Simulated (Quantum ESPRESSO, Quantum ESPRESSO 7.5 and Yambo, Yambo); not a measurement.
# InSe (C2/m): G0W0 on several meshes in Yambo

How does the mesh move the gap of InSe (C2/m)?

Method: PBEsol and many-body steps on it, plane waves, in Quantum ESPRESSO 7.5 and Yambo 5.3.0.

### Step 1. Set-up

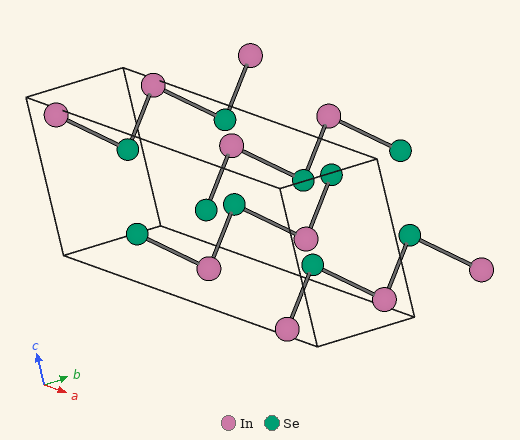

The starting structure, seen from a free direction (indium pink, selenium teal). 1×2×1 cells are drawn. This picture shows the conventional cell, with its axes. Some periodic images of atoms are drawn too.

The cell and positions are those that the Materials Project relaxed with its own functionals (PBE, PBE+U or r2SCAN), kept fixed.

### Step 2. Empty states on the mesh, 2×2×2 mesh, 90 bands

This step: Quantum ESPRESSO 7.5; DFT, PBEsol, plane waves, norm-conserving pseudopotentials.

The sums over transitions need many empty states on a uniform mesh; this step solves for them.

Input file pw.in:

```
&control
  calculation = 'nscf'
  prefix = 'x'
  outdir = 'o'
  pseudo_dir = 'pseudo'
/
&system
  ibrav = 0
  nat = 4
  ntyp = 2
  ecutwfc = 78.0
  nbnd = 90
  force_symmorphic = .true.
/
&electrons
  conv_thr = 1e-9
  electron_maxstep = 80
  diago_full_acc = .true.
  diago_thr_init = 5e-6
/
ATOMIC_SPECIES
  In 114.82 In.upf
  Se 78.971 Se.upf
CELL_PARAMETERS angstrom
  5.8263928781 -2.0546489550 -0.0000000000
  5.8263928781 2.0546489550 -0.0000000000
  -1.7232330140 0.0000000000 4.7713478577
ATOMIC_POSITIONS crystal
  In 0.1117967500 0.1117967500 0.9531586400
  In 0.8882032500 0.8882032500 0.0468413600
  Se 0.3390724100 0.3390724100 0.3310443800
  Se 0.6609275900 0.6609275900 0.6689556200
K_POINTS automatic
  2 2 2 0 0 0
```

Command:

```sh
$ OMP_NUM_THREADS=1 mpirun -n 4 pw.x -nk 4 -in pw.in > pw.out
```

The program printed:

```text
Program PWSCF v.7.5 starts

     This program is part of the open-source Quantum ESPRESSO suite
     for quantum simulation of materials; please cite
         "P. Giannozzi et al., J. Phys.:Condens. Matter 21 395502 (2009);
         "P. Giannozzi et al., J. Phys.:Condens. Matter 29 465901 (2017);
         "P. Giannozzi et al., J. Chem. Phys. 152 154105 (2020);
     in publications or presentations arising from this work. More details at

     Atomic positions and unit cell read from directory:
     o/x.save/

     Message from routine setup:
[...]
40.4637  41.0981

          k =-0.2651-0.7517-0.0957 (  8980 PWs)   bands (ev):

[...]
32.6955  33.0589  33.7192  34.3783  34.5549  34.5566  35.0440  35.6724
    35.9489  36.2078  36.6764  36.8684  37.5965  37.6089  38.1591  38.5879
    39.2353  39.5952

          k =-0.2651-0.7517-0.7432 (  8982 PWs)   bands (ev):

     [... further k-points ...]

     highest occupied, lowest unoccupied level (ev):     7.3716    8.4853

     XML data file, pseudopotentials, collected wavefunctions

=------------------------------------------------------------------------------=
   JOB DONE.
=------------------------------------------------------------------------------=
```

It took 18 s on 4 MPI ranks of Arm Neoverse V2, shared host; peak memory 0.58 GiB.

Numbers from this step:

```
gap                                                           : 1.114 eV
k of the valence top                                          : -0.5, -0.5, 0
k of the conduction bottom                                    : 0, 0, -0.5
least direct gap                                              : 1.439 eV
k points computed                                             : 6
lowest point of the top converged band, above the valence top : 32.18 eV
```

On this mesh the gap is 1.114 eV.

The density comes from a self-consistent run that is not shown.

### Step 3. Conversion and set-up

This step: Yambo 5.3.0; conversion and set-up on PBEsol, plane waves, norm-conserving pseudopotentials.

The states are converted to the many-body program's format and the q mesh is built.

Command:

```sh
$ (cd o/x.save; p2y > p2y.log; mv SAVE ../..); yambo > setup.log
```

The program printed:

```text
 Yambo, version 5.3.0

 [02] CORE Variables Setup
 =========================

  [02.01] Unit cells
  ==================

  Cell kind             :  Unknown
  Atoms in the cell     :  In  Se
  number of In atoms    :  2
  number of Se atoms    :  2

  List of atomic masses
  Mass of In    :  114.8200
  Mass of Se    :  78.97100

  List of atomic coordinates    : [cc]
  In1       : -0.64207      0.31021E-16   8.5942      order 1
  In2       :   19.406     -0.11203E-15  0.42235      order 2
  Se1       :   6.3885      0.62153E-16   2.9849      order 3
[...]
IBZ Q-points                                      :   6
 BZ  Q-points                                      :   8

 K/Q-points units:
 rlu = crystal or reduced units; cc = cartesian coordinates; iku = interal k-units

 Q [1]          [rlu]:  0.000000  0.000000  0.000000
 Q [2]          [rlu]:  0.28852E-16  0.30296E-16 -0.50000
 Q [3]          [rlu]:  0.14496E-15 -0.50000     -0.61808E-16
 Q [4]          [rlu]:  0.96724E-16  0.50000     -0.50000
 Q [5]          [rlu]: -0.50000     -0.50000     -0.20434E-16
 Q [6]          [rlu]:  0.500000  0.500000 -0.500000

  [03.01] X indexes
  =================

   [03.01.01] Sigma indexes
   ========================

 [06] Game Over & Game summary
```

Run time: 2.2 s. Hardware: 1 MPI rank; peak memory 0.24 GiB.

### Step 4. 2×2×2

Now the one-shot GW correction: screening in the RPA, then the self-energy of the levels asked for.

This step: G0W0 on PBEsol, plane waves, norm-conserving pseudopotentials.

Input file gw10.in:

```
HF_and_locXC
gw0
dyson
ppa
em1d
rim_cut
RandQpts= 1000000
RandGvec= 1 RL
EXXRLvcs= 78 Ry
VXCRLvcs= 312 Ry
Chimod= "HARTREE"
% BndsRnXp
 1 | 90 |
%
NGsBlkXp= 5 Ry
% LongDrXp
 1 | 1 | 1 |
%
% GbndRnge
 1 | 90 |
%
DysSolver= "n"
ExtendOut
PPAPntXp= 27.21138 eV
% QPkrange
 5 | 5 | 28 | 31 |
 2 | 2 | 28 | 31 |
 1 | 1 | 28 | 31 |
%
```

Command:

```sh
$ OMP_NUM_THREADS=1 mpirun -n 4 yambo -F gw10.in -J gw10 -C gw10 > gw10.log
```

The program printed:

```text
 Yambo, version 5.3.0

 [02] CORE Variables Setup
 =========================

  [... cell, symmetries and grids as in the set-up ...]

  [02.05] Energies & Occupations
  ==============================

  [X] === General ===
  [X] Electronic Temperature                        :  0.000000  0.000000 [eV K]
  [X] Bosonic    Temperature                        :  0.000000  0.000000 [eV K]
  [X] Finite Temperature mode                       : no
  [X] El. density                                   :  0.50771E+24 [cm-3]
  [X] Fermi Level                                   :  7.371571 [eV]

  [X] === Gaps and Widths ===
  [X] Conduction Band Min                           :  1.113711 [eV]
  [X] Valence Band Max                              :  0.000000 [eV]
  [X] Filled Bands                                  :  29
  [X] Empty Bands                                   :   30   90
  [X] Direct Gap                                    :  1.438940 [eV]
  [X] Direct Gap localized at k                     :  2
  [X] Indirect Gap                                  :  1.113711 [eV]
  [X] Indirect Gap between kpts                     :   5   2
  [X] Last valence band width                       :  1.241389 [eV]
  [X] 1st conduction band width                     :  1.598871 [eV]

 [03] Transferred momenta grid and indexing
 ==========================================

 IBZ Q-points                                      :   6
 BZ  Q-points                                      :   8

 K/Q-points units:
 rlu = crystal or reduced units; cc = cartesian coordinates; iku = interal k-units

 Q [1]          [rlu]:  0.000000  0.000000  0.000000
 Q [2]          [rlu]:  0.28852E-16  0.30296E-16 -0.50000
 Q [3]          [rlu]:  0.14496E-15 -0.50000     -0.61808E-16
 Q [4]          [rlu]:  0.96724E-16  0.50000     -0.50000
 Q [5]          [rlu]: -0.50000     -0.50000     -0.20434E-16
 Q [6]          [rlu]:  0.500000  0.500000 -0.500000

 [04] Coloumb potential Random Integration (RIM)
 ===============================================

  [04.01] RIM initialization
  ==========================

  * Diagonal components only detected *

  8 x (sBL volume)        :  0.321762 [a.u.]
  sBZ random points       :  1000000
  Points outside the sBZ  :   7990666
  RL volume               :  0.321762 [a.u.]
  Integrated volume       :  0.322138 [a.u.]

  [04.02] RIM integrals
  =====================

  Gamma point sphere radius             :  0.124297 [a.u.]
  Points outside the sphere             :   799832
  [Int_sBZ(q=0) 1/q^2]*(Vol_sBZ)^(-1/3) =:  7.649654
                                 should be <:  7.795600

  Summary of Coulomb integrals for non-metallic bands |Q|[au] RIM/Bare

  Q [1] 0.100000E-4 0.981278 * Q [5] 0.303371 0.954255
  Q [2] 0.348425 1.029373 * Q [6] 0.376328 1.039944
  Q [3] 0.432062 1.122107 * Q [4] 0.521701 1.084138

 [05] Dipoles
 ============

  [05.01] Setup: observables and procedures
  =========================================

  [WARNING] [x,Vnl] slows the Dipoles computation. To neglect it rename the ns.kb_pp file

 [06] Dynamic Dielectric Matrix (PPA)
 ====================================

 [WR./gw10//ndb.pp]--------------------------------------------------------------
  Brillouin Zone Q/K grids (IBZ/BZ)                :   6   8   6   8
  RL vectors                                       :  10845 [WF]
  Coulomb cutoff potential                         : none
  Electronic Temperature                           :  0.000000 [K]
  Bosonic    Temperature                           :  0.000000 [K]
  PPA    diel. fun.  energies                      : Perdew, Burke & Ernzerhof SOL(X)+Perdew, Burke & Ernzerhof SOL(C)
  wavefunctions                                    : Perdew, Burke & Ernzerhof SOL(X)+Perdew, Burke & Ernzerhof SOL(C)
  Global Gauge                                     : length
  X matrix size                                    :  149
  X band range                                     :    1   90
  X e/h energy range                               : -1.000000 -1.000000 [eV]
  X Time ordering                                  : R
  X Hxc Kernel                                     : HARTREE
  X Drude frequency                                :  0.000000  0.000000
  X poles                                          :  100.0000 [o/o]
  RL vectors in the sum                            :  10845
  [r,Vnl] included                                 : yes
  Field direction                                  :  0.577350E-5  0.577350E-5  0.577350E-5
  BZ energy Double Grid                            : no
  BZ energy DbGd points                            : 0
  BZ Q point size factor                           : -1.000000
  X Optical Averaged directions                    : none

 [07] Local Exchange-Correlation + Non-Local Fock
 ================================================

 [VXC] Plane waves :   71729
 [EXS] Plane waves :   9003

 QP @ state[ 1 ] K range:  1  2
 QP @ state[ 1 ] b range:  28  31
 QP @ state[ 2 ] K range:   5   5
 QP @ state[ 2 ] b range:  28  31

 [xc] Functional : Perdew, Burke & Ernzerhof SOL(X)+Perdew, Burke & Ernzerhof SOL(C)
 [xc] LIBXC used to calculate xc functional
  PP Number of Atomic Species                      :  2
  NLCC RL compoments                               :   71729
  PP Number of Atomic Species                      :  2
  NLCC RL compoments                               :   71729

 [xc] E_xc :  -37.69592 [Ha]
      E_xc :  -75.39183 [Ry]

  Local XC kind (lXC) : Perdew, Burke & Ernzerhof SOL(X)+Perdew, Burke & Ernzerhof SOL(C)
  Non-Local XC kind (nlXC) : Hartree-Fock

  Corrections @ K [1] :  [eV]
 <28|nlXC|28> = -15.23406 -0.47350E-17 <28|lXC|28> = -12.22683 -0.18882E-15
 <29|nlXC|29> = -16.95190  0.76032E-17 <29|lXC|29> = -13.41115 -0.18882E-15
 <30|nlXC|30> = -9.490432  0.41016E-17 <30|lXC|30> = -13.02469 -0.23602E-16
 <31|nlXC|31> = -7.253449  0.90857E-19 <31|lXC|31> = -10.74078  0.18882E-15

  Corrections @ K [2] :  [eV]
 <28|nlXC|28> = -17.32142  0.78772E-17 <28|lXC|28> = -13.72466  0.94408E-16
 <29|nlXC|29> = -15.53765  0.13320E-16 <29|lXC|29> = -12.97068  0.000000
[...]
Corrections @ K [5] :  [eV]
[...]
<29|nlXC|29> = -15.18604  0.56549E-17 <29|lXC|29> = -12.77399 -0.23602E-16
 <30|nlXC|30> = -9.222289 -0.79307E-17 <30|lXC|30> = -12.48397 -0.17702E-15
 <31|nlXC|31> = -5.547567  0.16178E-17 <31|lXC|31> = -9.805949  0.23602E-16

 [08] Dyson equation: Newton solver
 ==================================

  [08.01] G0W0 (W PPA)
  ====================

  [  GW  ] Bands range     :    1   90
  [GW/PPA] G damping       :  0.100000 [eV]

  QP @ state[ 1 ] K range:  1  2
  QP @ state[ 1 ] b range:  28  31
  QP @ state[ 2 ] K range:   5   5
  QP @ state[ 2 ] b range:  28  31

   Sc/G bands                                       :    1   90
   Sc/G damping                                     :  0.100000 ev
   Sc bands terminator                              : no
   Sx RL components                                 :   9003

   QP @ state[ 1 ] K range                          :  1  2
   QP @ state[ 1 ] b range                          :  28  31
   QP @ state[ 2 ] K range                          :   5   5
   QP @ state[ 2 ] b range                          :  28  31
   GF energies kind                                 : Perdew, Burke & Ernzerhof SOL(X)+Perdew, Burke & Ernzerhof SOL(C)
   GF WF`s kind                                     : Perdew, Burke & Ernzerhof SOL(X)+Perdew, Burke & Ernzerhof SOL(C)
   Xs energies kind                                 : Perdew, Burke & Ernzerhof SOL(X)+Perdew, Burke & Ernzerhof SOL(C)
   Xs WF`s kind                                     : Perdew, Burke & Ernzerhof SOL(X)+Perdew, Burke & Ernzerhof SOL(C)

 [11] Game Over & Game summary
```

Elapsed: 24 s, on 4 MPI ranks; peak memory 2.6 GiB; 90 s of CPU time.

This step gave:

```yaml
g0w0_gap_on_the_points_computed: 2.045 eV
starting_gap_on_the_mesh: 1.114 eV
k_of_the_valence_top: -0.5, -0.5, 0
k_of_the_conduction_bottom: 0, 0, -0.5
least_direct_g0w0_gap_on_the_computed_points: 2.362 eV
z_at_the_valence_top: 0.7929
z_at_the_conduction_bottom: 0.8000
```

The gap on the mesh goes from 1.11 eV to 2.04 eV, a correction of +0.93 eV.

### Step 5. Empty states on the mesh, 4×4×4 mesh, 90 bands

This step: Quantum ESPRESSO 7.5; DFT, PBEsol, plane waves, norm-conserving pseudopotentials.

Edit pw.in of step 2 so:

```diff
@@ -33,2 +33,2 @@
 K_POINTS automatic
-  2 2 2 0 0 0
+  4 4 4 0 0 0
```

Command:

```sh
$ OMP_NUM_THREADS=1 mpirun -n 4 pw.x -nk 4 -in pw.in > pw.out
```

The program printed:

```text
[banner, memory and clock lines left out]
Program PWSCF v.7.5 starts

     Atomic positions and unit cell read from directory:
     o/x.save/

     Message from routine setup:
     using ibrav=0 with symmetry is DISCOURAGED, use correct ibrav instead

     G-vector sticks info

     bravais-lattice index     =            0
     lattice parameter (alat)  =      11.6748  a.u.
     unit-cell volume          =     770.9125 (a.u.)^3
     number of atoms/cell      =            4
     number of atomic types    =            2
     number of electrons       =        58.00
[...]
39.7291  40.4338

          k = 0.0000 0.0000 0.3237 (  8967 PWs)   bands (ev):

[...]
40.5359  40.6407

          k = 0.0000 0.0000-0.6474 (  8950 PWs)   bands (ev):

[...]
35.0454  35.4085  35.6527  36.4910  36.6290  37.2149  37.6141  37.9725
    38.1548  38.2409  38.7991  39.0897  39.1833  39.8416  40.2529  40.4559
    40.4638  41.0980

          k = 0.1325 0.3759 0.0479 (  8988 PWs)   bands (ev):

     [... further k-points ...]

     highest occupied, lowest unoccupied level (ev):     7.3716    8.4853

     XML data file, pseudopotentials, collected wavefunctions
```

Wall time 52 s (4 MPI ranks); peak memory 0.58 GiB.

Numbers from this step:

```
gap                                                           : 1.114 eV
k of the valence top                                          : -0.5, -0.5, 0
k of the conduction bottom                                    : 0, 0, -0.5
least direct gap                                              : 1.439 eV
k points computed                                             : 24
lowest point of the top converged band, above the valence top : 31.89 eV
```

On this mesh the gap is 1.114 eV.

(Part 1 of 2 ends here.)

[Paths, hosts, dates, memory and timing lines, banners, echoed tables and standing remarks are left out of the program output.]

[Logs are printed without paths, hosts, clocks, repeated set-up lines and the standing remarks that a program may print on its own settings, such as how far it seeks lower states.]

[Runs of the session that timed out or met a known fault of the program may be left out.]

[Hosts, paths, dates, database ids (printed as entryN), source tags and the programs' standing remarks are cut or masked in the printed files.]
